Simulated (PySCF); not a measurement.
NMR shielding calculation, with input and output: SiNH₃

System: SiNH₃ (silanimine), SMILES N=[SiH2].
Method: GIAO PBE0/pcSseg-1 NMR shielding, non-relativistic, gas phase (PySCF 2.14.0).

The geometry comes from this level: PBE0-D3(BJ)/def2-SVP. Figures and captions count atoms from 1; the log counts them from 0 in places.

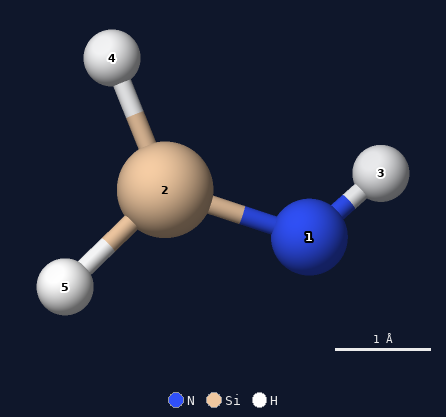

**Figure 1.** The structure (ball-and-stick view, seen on its broad side; atoms are numbered from 1 in the order of the input).

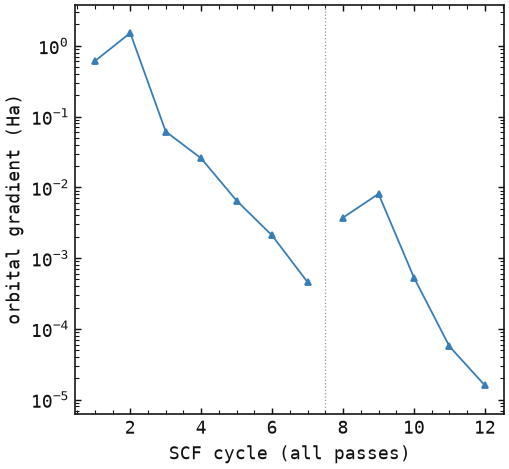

**Figure 2.** Convergence of the self-consistent field: orbital gradient against the SCF cycle. The dotted line marks the change from a coarse to the final integration grid. The first 7 cycles use a coarse grid, the final grid takes over at cycle 8, and the field converges after 12 cycles in all.

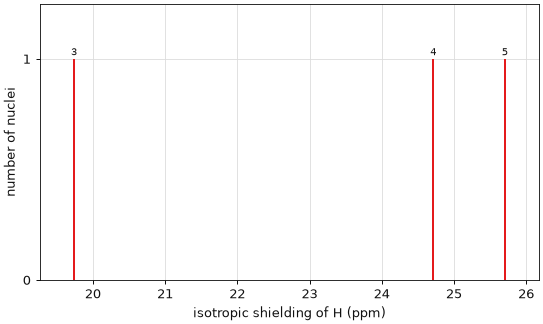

**Figure 3.** Isotropic shieldings of the hydrogen nuclei in this fixed geometry, labelled by atom number; shielding grows to the right, so chemical shift grows to the left. The least shielded is H3 (19.7 ppm), the most shielded H5 (25.7 ppm).

The input that produced these results follows, with the program's output.

## Input
```
{"job": {"kind": "nmr", "xc": "PBE0", "basis": "pcSseg-1"}, "charge": 0, "multiplicity": 1}
N      1.076981    -0.529431     0.017819
Si    -0.435157     0.002531    -0.006821
H      1.855883     0.126116    -0.013322
H     -0.953147     1.405160    -0.074548
H     -1.527320    -0.998676     0.042502
```

The first line tells a small driver script what to run in PySCF; the rest is the geometry in Å.

Command:
```bash
OMP_NUM_THREADS=1 python <driver script> task.json out
```

## Output
```
coarse grid: 4552 points
cycle   1  E = -345.6853869049  dE =  4.038e-02  |g| = 6.071e-01  |ddm| = 1.992e+00
cycle   2  E = -345.1032750118  dE =  5.821e-01  |g| = 1.517e+00  |ddm| = 2.360e+00
cycle   3  E = -345.7806549921  dE = -6.774e-01  |g| = 6.134e-02  |ddm| = 1.984e+00
cycle   4  E = -345.7820422771  dE = -1.387e-03  |g| = 2.561e-02  |ddm| = 1.044e-01
cycle   5  E = -345.7822322783  dE = -1.900e-04  |g| = 6.456e-03  |ddm| = 2.837e-02
cycle   6  E = -345.7822426031  dE = -1.032e-05  |g| = 2.085e-03  |ddm| = 6.919e-03
cycle   7  E = -345.7822436878  dE = -1.085e-06  |g| = 4.554e-04  |ddm| = 2.333e-03
final grid: 39040 points
cycle   8  E = -345.7913520555  dE = -4.238e-06  |g| = 3.729e-03  |ddm| = 6.864e-03
cycle   9  E = -345.7913394241  dE =  1.263e-05  |g| = 8.068e-03  |ddm| = 8.742e-03
cycle  10  E = -345.7913550074  dE = -1.558e-05  |g| = 5.282e-04  |ddm| = 6.726e-03
cycle  11  E = -345.7913550793  dE = -7.186e-08  |g| = 5.635e-05  |ddm| = 5.761e-04
cycle  12  E = -345.7913550799  dE = -6.861e-10  |g| = 1.583e-05  |ddm| = 7.192e-05
converged SCF energy = -345.7913550799

GIAO shielding tensors (ppm)
atom      isotropic    diamagn.    paramagn.     s11        s22        s33       span
  0 N      -47.613     319.361    -366.974   -440.622     12.674    285.109    725.731
  1 Si     269.144     881.315    -612.171     10.071    349.385    447.977    437.906
  2 H       19.738      30.340     -10.602      7.922     24.924     26.368     18.446
  3 H       24.713      28.839      -4.126     20.687     22.396     31.055     10.368
  4 H       25.704      28.862      -3.158     22.868     24.026     30.218      7.350
```

## Summary

| quantity | value |
| --- | --- |
| outcome | converged |
| total energy | −345.791355 hartree |
| HOMO | −7.62 eV |
| LUMO | −1.55 eV |
| dipole moment | 2.39 D |
| isotropic shielding, N | −47.6 ppm |
| isotropic shielding, Si | 269.1 ppm |
| isotropic shielding, H | 19.7 to 25.7 ppm |
| hardware | 1 CPU thread, shared host |
| wall time | 2.5 s |
| peak memory | 0.3 GiB |
